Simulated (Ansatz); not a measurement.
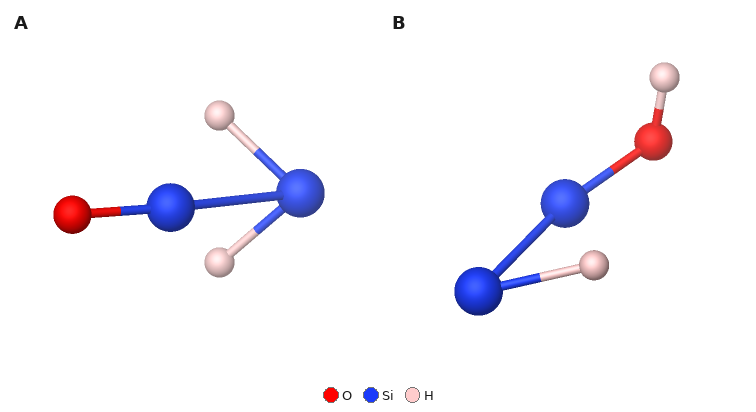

2 stationary structures of one formula. Geometries: PBE0-D4/def2-TZVP. Electronic energies: PBE0-D4/def2-TZVP (Ansatz 0.2.0), without zero-point energy. No frequency run is at hand to confirm each as a minimum.

Rank them by energy, lowest first.

Answer. A is lowest; B lies 0.362 eV above it.

Give E(B) − E(A) in eV at these levels too: PBE-D4/def2-TZVPP; RHF-CCSD(T) (frozen core)/def2-TZVPP; r2SCAN-D4/def2-TZVPP; PBE0-D4/def2-TZVP; ωB97M-V/def2-TZVPP; B3LYP-D4/def2-TZVPP; PBE0-D4/def2-TZVPP.

```tsv
level	E(B) − E(A) (eV)
PBE-D4/def2-TZVPP	+0.434
RHF-CCSD(T) (frozen core)/def2-TZVPP	+0.292
r2SCAN-D4/def2-TZVPP	+0.399
PBE0-D4/def2-TZVP	+0.362
ωB97M-V/def2-TZVPP	+0.421
B3LYP-D4/def2-TZVPP	+0.421
PBE0-D4/def2-TZVPP	+0.319
```
